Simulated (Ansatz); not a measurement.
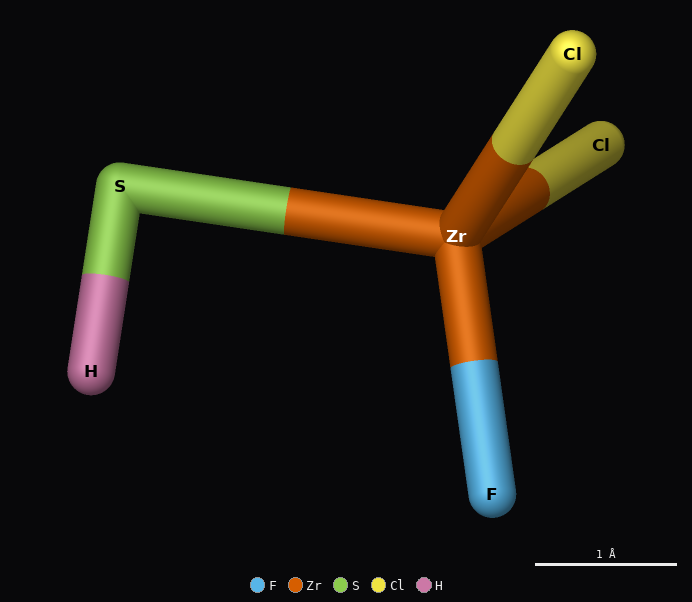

Every bond is drawn as one stick, whatever its order.

The species is neutral and a spin singlet. The computed structure is the end point of a PBE0-D4/def2-TZVP optimisation.

Description:

The molecule is Cl2FHSZr. Its SMILES string is `[F][Zr]([SH])([Cl])[Cl]`. This geometry has Cs symmetry. Coordination: 1 Zr tetrahedral; 1 S bent.

More results for the same structure follow; atom numbers are the same in all pictures, views and colours differ.

Geometry

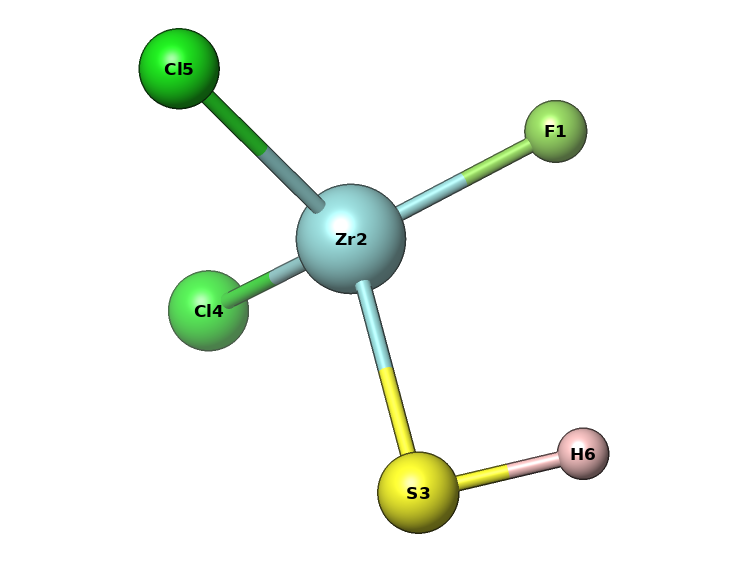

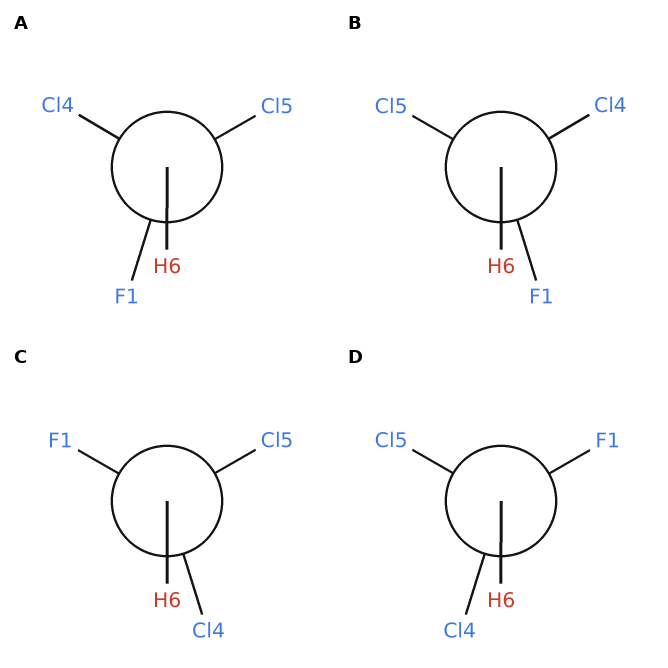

Atoms fade into the background with distance from the viewer. Bonds that would overlap in a projection are set slightly apart.

Which Newman projection shows the view along S3–Zr2, with S3 in front?

Answer. A. The torsion angle H6–S3–Zr2–Cl4 is 121°, anticlinal.

Vibrations

Harmonic vibrations computed with RKS PBE0-D4/def2-TZVP, core potentials on Zr (Ansatz 0.2.0) at a stationary point of the same level.

List the wavenumbers.

Answer. 12 modes: 39, 101, 104, 105, 141, 162, 369, 411, 427, 508, 690, 2679 cm⁻¹.

Electronic properties

Method: RKS CAM-B3LYP-D4/def2-TZVPP, core potentials on Zr (Ansatz 0.2.0).

Estimate the LUMO energy (Kohn–Sham orbital).

Answer. −1.32 eV.

What is the HOMO energy (Kohn–Sham orbital)?

Answer. −9.55 eV.

Dipole moment

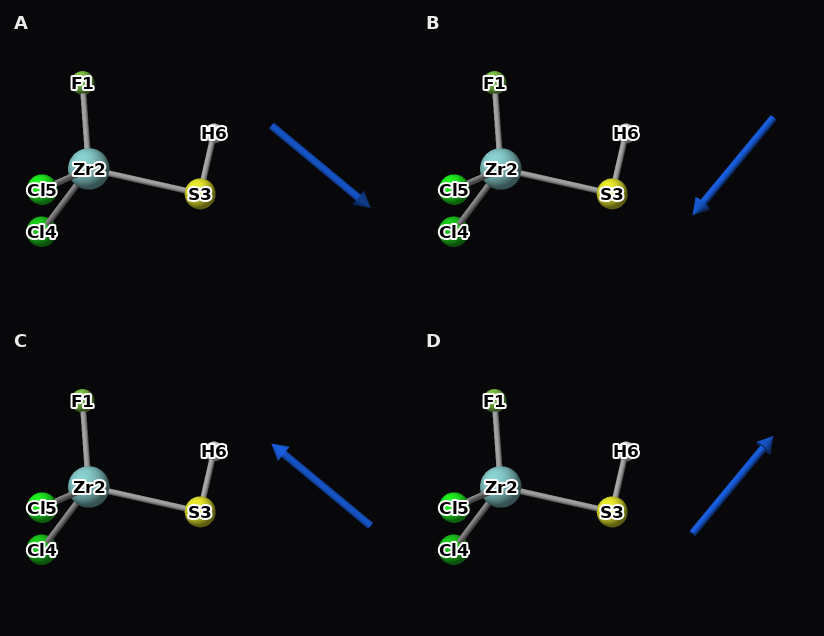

The same molecule four times, each with an arrow. Level of theory: RKS ωB97M-V/def2-TZVPP, core potentials on Zr (Ansatz 0.2.0).

Which arrow points along the dipole moment, from the negative to the positive end?

Answer. D. The dipole moment is 0.95 D; it points from the side of Cl4, Cl5 to the side of H6 (the outermost atoms at the two ends).
